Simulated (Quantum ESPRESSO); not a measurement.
# InAs (F-43m): phonon frequency against volume, with a fit

Wanted: a fit of frequency against volume for InAs (F-43m), tested on a run that is left out of it.

Calculated with Quantum ESPRESSO 7.5; DFT LDA, scalar-relativistic, plane waves, PseudoDojo norm-conserving pseudopotentials.

The database entry behind the starting cell differs from later determinations by our own check (about 0.4 % short), so it need not match the best structure at ambient conditions.

### 1. Set-up

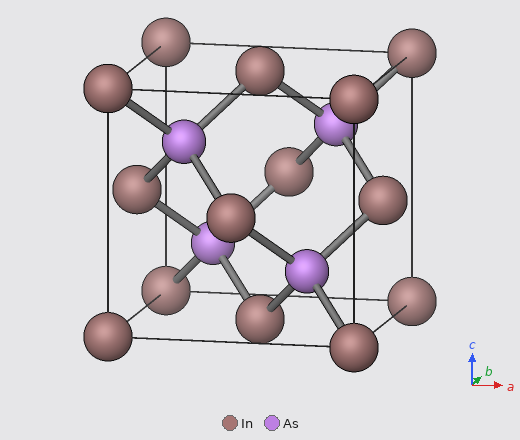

The cell as given, slightly off an axis (indium brown, arsenic purple). This picture shows the conventional cell, with its axes. Bonds to atoms that aren't drawn are left out. Some periodic images of atoms are drawn too.

Coordinates:

```xyz
2
Lattice="-3.0113 0.0000 3.0113 0.0000 3.0113 3.0113 -3.0113 3.0113 0.0000" Properties=species:S:1:pos:R:3 pbc="T T T"
In    0.0000    0.0000    0.0000
As   -1.5056    1.5056    1.5056
```

This is the cell after its relaxation at this level of theory, not the database cell from which that began.

### 2. Runs at several volumes

The relaxed cell is scaled uniformly; in this structure symmetry fixes all atoms, so nothing has to be relaxed anew. Each volume gets a ground state and a response at Γ. The mode followed is the highest one without the macroscopic field, of symmetry T2; longitudinal polar modes lie higher. Cutoff 88 Ry, k mesh 8×8×8 with shifts.

From the response at V/V₀ = 0.97:

The program printed:

```text
[banners, grids, parts of the stress and lines that vanish by symmetry left out]
Program PHONON v.7.5
     Reading xml data from directory:

[...]
Exchange-correlation= PW
                           (   1   4   0   0   0   0   0)
[...]
kinetic-energy cut-off    =      88.0000  Ry
     charge density cut-off    =     352.0000  Ry
     convergence threshold     =      1.0E-18
[...]
Exchange-correlation= PW
                           (   1   4   0   0   0   0   0)
[...]
q = (   0.0000000   0.0000000   0.0000000 )
     25 Sym.Ops. (with q -> -q+G )
     G cutoff = 1131.6853  (  39885 G-vectors)     FFT grid: ( 48, 48, 48)
     number of k points=    60
[...]
Mode symmetry, T_d (-43m)  point group:
[...]
Dielectric constant
[...]
End of electric fields calculation
          Dielectric constant in cartesian axis
          (      16.125242717      -0.000000000      -0.000000000 )
          (      -0.000000000      16.125242717       0.000000000 )
          (      -0.000000000       0.000000000      16.125242717 )
          Effective charges (d Force / dE) in cartesian axis without acoustic sum rule applied (asr)
           atom    1  In    Mean Z*:        2.46536
      Ex  (        2.46536       -0.00000        0.00000 )
      Ey  (       -0.00000        2.46536       -0.00000 )
      Ez  (        0.00000       -0.00000        2.46536 )
           atom    2  As    Mean Z*:       -2.47283
      Ex  (       -2.47283        0.00000        0.00000 )
      Ey  (        0.00000       -2.47283        0.00000 )
      Ez  (        0.00000        0.00000       -2.47283 )
          Effective charges Sum: Mean:       -0.00747
[...]
Effective charges (d Force / dE) in cartesian axis with asr applied:
           atom    1  In    Mean Z*:        2.46909
[...]
atom    2  As    Mean Z*:       -2.46909
[...]
Representation #   1 modes #   1   2   3
[...]
End of self-consistent calculation
     Convergence has been achieved
     Representation #   2 modes #   4   5   6
[...]
End of self-consistent calculation
     Convergence has been achieved
[...]
Dielectric constant in cartesian axis
          (      16.125242717      -0.000000000      -0.000000000 )
          (      -0.000000000      16.125242717       0.000000000 )
          (      -0.000000000       0.000000000      16.125242717 )
          Effective charges (d Force / dE) in cartesian axis without acoustic sum rule applied (asr)
           atom    1  In    Mean Z*:        2.46536
      Ex  (        2.46536       -0.00000        0.00000 )
      Ey  (       -0.00000        2.46536       -0.00000 )
      Ez  (        0.00000       -0.00000        2.46536 )
           atom    2  As    Mean Z*:       -2.47283
      Ex  (       -2.47283        0.00000        0.00000 )
      Ey  (        0.00000       -2.47283        0.00000 )
      Ez  (        0.00000        0.00000       -2.47283 )
          Effective charges Sum: Mean:       -0.00747
[...]
Effective charges (d Force / dE) in cartesian axis with asr applied:
           atom    1  In    Mean Z*:        2.46909
[...]
atom    2  As    Mean Z*:       -2.46909
[...]
q = (    0.000000000   0.000000000   0.000000000 )
[...]
freq (    1) =      -0.089851 [THz] =      -2.997105 [cm-1]
     freq (    2) =      -0.089851 [THz] =      -2.997105 [cm-1]
     freq (    3) =      -0.089851 [THz] =      -2.997105 [cm-1]
     freq (    4) =       6.732336 [THz] =     224.566545 [cm-1]
     freq (    5) =       6.732336 [THz] =     224.566545 [cm-1]
     freq (    6) =       6.732336 [THz] =     224.566545 [cm-1]
[...]
Mode symmetry, T_d (-43m)  point group:
     freq (   1-   3) =         -3.0  [cm-1]   --> T_2  G_15 P_4   I+R
     freq (   4-   6) =        224.6  [cm-1]   --> T_2  G_15 P_4   I+R

   JOB DONE.
```

One volume, V/V₀ = 1, is held back as a test.

```
V/V₀  volume (Å³/atom)  pressure (GPa)   ω (cm⁻¹)
0.97            26.487            1.97     224.57
   1            27.306            0.00  held back
1.03            28.125           -1.66     207.36
```

### 3. The fit

The mode Grüneisen parameter is γ = −d ln ω / d ln V.

```
ln(V/V₀)    ln ω
 -0.0305  5.4142
  0.0296  5.3345
```

A straight line through these points has the slope -1.328, so γ = 1.33; at V/V₀ = 1 it predicts ω = exp(5.3737 + 0.0000) = 215.66 cm⁻¹.

A parabola of pressure against ln V through V/V₀ = 0.97, 1 and 1.03 gives the bulk modulus B = −dP/d ln V = 60 GPa at V₀. With ω₀ from the fitted line the pressure coefficient follows as dω/dP = γ ω₀ / B = 1.33 × 215.7 / 60 = 4.74 cm⁻¹/GPa.

### 4. The run that was held back

The program printed:

```text
[banners, grids, parts of the stress and lines that vanish by symmetry left out]
[banner, memory and clock lines left out]
Program PHONON v.7.5

[...]
Exchange-correlation= PW
                           (   1   4   0   0   0   0   0)
[...]
(   3 q-points):
[...]
kinetic-energy cut-off    =      88.0000  Ry
     charge density cut-off    =     352.0000  Ry
     convergence threshold     =      1.0E-18
[...]
Exchange-correlation= PW
                           (   1   4   0   0   0   0   0)
[...]
q = (   0.0000000   0.0000000   0.0000000 )
     25 Sym.Ops. (with q -> -q+G )
     G cutoff = 1154.9003  (  40857 G-vectors)     FFT grid: ( 50, 50, 50)
     number of k points=    60
[...]
Mode symmetry, T_d (-43m)  point group:
[...]
Dielectric constant
[...]
End of electric fields calculation
          Dielectric constant in cartesian axis
          (      17.555501698      -0.000000000      -0.000000000 )
          (      -0.000000000      17.555501698       0.000000000 )
          (      -0.000000000      -0.000000000      17.555501698 )
          Effective charges (d Force / dE) in cartesian axis without acoustic sum rule applied (asr)
           atom    1  In    Mean Z*:        2.52442
      Ex  (        2.52442       -0.00000        0.00000 )
      Ey  (       -0.00000        2.52442        0.00000 )
      Ez  (        0.00000        0.00000        2.52442 )
           atom    2  As    Mean Z*:       -2.53335
      Ex  (       -2.53335        0.00000        0.00000 )
      Ey  (        0.00000       -2.53335        0.00000 )
[...]
q = (    0.500000000  -0.500000000   0.500000000 )
[...]
freq (    1) =       1.251222 [THz] =      41.736276 [cm-1]
     freq (    2) =       1.251222 [THz] =      41.736276 [cm-1]
     freq (    3) =       4.531172 [THz] =     151.143642 [cm-1]
     freq (    4) =       6.172786 [THz] =     205.901968 [cm-1]
     freq (    5) =       6.464673 [THz] =     215.638294 [cm-1]
     freq (    6) =       6.464673 [THz] =     215.638294 [cm-1]
[...]
Mode symmetry, C_3v (3m)   point group:
     freq (   1-   2) =         41.7  [cm-1]   --> E    L_3
     freq (   3-   3) =        151.1  [cm-1]   --> A_1  L_1
     freq (   4-   4) =        205.9  [cm-1]   --> A_1  L_1
     freq (   5-   6) =        215.6  [cm-1]   --> E    L_3
[...]
Mode symmetry, D_2d (-42m) point group:
[...]
Representation #   1 mode #   1
[...]
Convergence has been achieved
     Representation #   2 mode #   2
[...]
Convergence has been achieved
     Representation #   3 modes #   3   4
[...]
End of self-consistent calculation
     Convergence has been achieved
     Representation #   4 modes #   5   6
[...]
End of self-consistent calculation
     Convergence has been achieved
[...]
q = (    0.000000000  -1.000000000   0.000000000 )
[...]
freq (    1) =       1.506838 [THz] =      50.262689 [cm-1]
     freq (    2) =       1.506838 [THz] =      50.262689 [cm-1]
     freq (    3) =       5.049290 [THz] =     168.426196 [cm-1]
     freq (    4) =       5.922220 [THz] =     197.543981 [cm-1]
     freq (    5) =       6.477608 [THz] =     216.069756 [cm-1]
     freq (    6) =       6.477608 [THz] =     216.069756 [cm-1]
[...]
Mode symmetry, D_2d (-42m) point group:
     freq (   1-   2) =         50.3  [cm-1]   --> E    X_5  W_3
     freq (   3-   3) =        168.4  [cm-1]   --> B_2  X_3  W_2
     freq (   4-   4) =        197.5  [cm-1]   --> A_1  X_1  W_1
     freq (   5-   6) =        216.1  [cm-1]   --> E    X_5  W_3
```

It gives 215.75 cm⁻¹ against the predicted 215.66 cm⁻¹, a miss of 0.09 cm⁻¹.

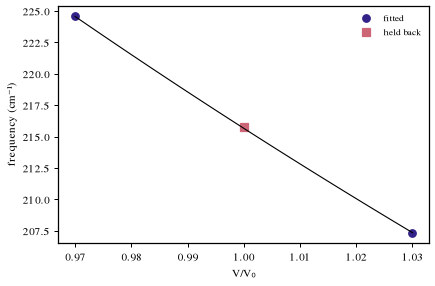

Frequency against volume, with the power-law fit.

### 5. Summary of results

| Item | Value |
| --- | --- |
| mode Grüneisen parameter | 1.328 |
| bulk modulus | 60.4 GPa |
| pressure coefficient | 4.74 cm⁻¹/GPa |

What this shows: The highest optical mode of InAs (F-43m) without the LO-TO term stiffens by 4.74 cm⁻¹ a GPa near the relaxed volume, with γ = 1.33. The power law meets all 3 runs within 0.04 %; between neighbouring volumes γ runs from 1.32 to 1.34. Such a coefficient turns a measured shift of this mode into a hydrostatic stress; uniaxial or biaxial stress splits the mode and needs deformation potentials. These are harmonic values at zero temperature for the structure held cubic, which a run at Γ can't show to be stable; the bulk modulus rests on three points.

[Host names and launcher messages were left out of these logs when they were recorded.]

[Logs are printed without paths, hosts, clocks, repeated set-up lines and the standing remarks that a program may print on its own settings, such as how far it seeks lower states.]

[Hosts, paths, dates, database ids (printed as entryN), source tags and the programs' standing remarks are cut or masked in the printed files.]
